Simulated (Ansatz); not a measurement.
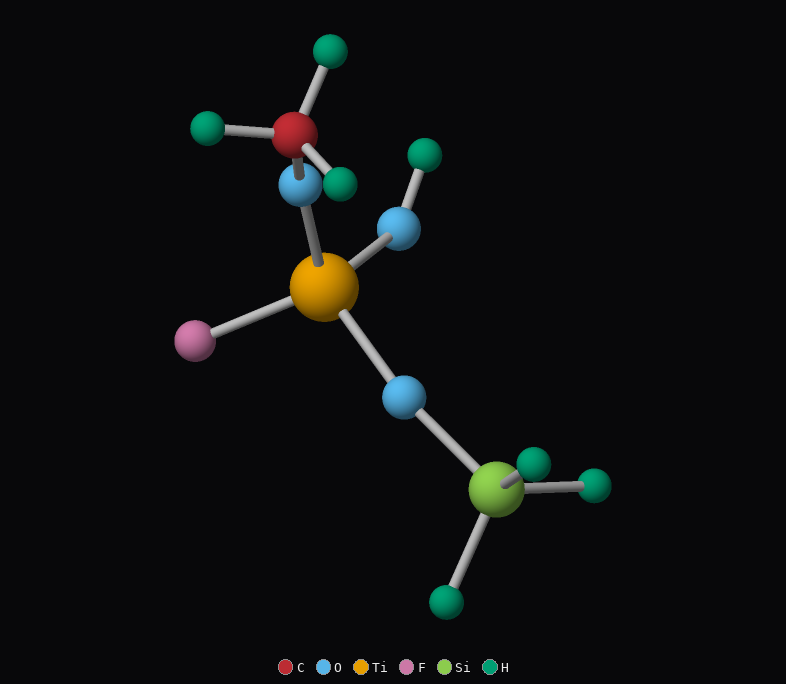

Charge 0, singlet. Sticks follow a distance rule. Harmonic vibrations computed with RKS PBE0-D4/def2-TZVP (Ansatz 0.2.0) at a stationary point of the same level.

> Minimum or transition state?

A minimum: no imaginary frequency, and the lowest mode lies at 28 cm⁻¹.

> List the wavenumbers.

36 modes: 28, 29, 34, 44, 56, 57, 162, 197, 209, 210, 247, 268, 436, 487, 635, 720, 722, 736, 787, 953, 954, 967, 1060, 1170, 1173, 1229, 1475, 1485, 1487, 2220, 2226, 2232, 3025, 3101, 3104, 3938 cm⁻¹.
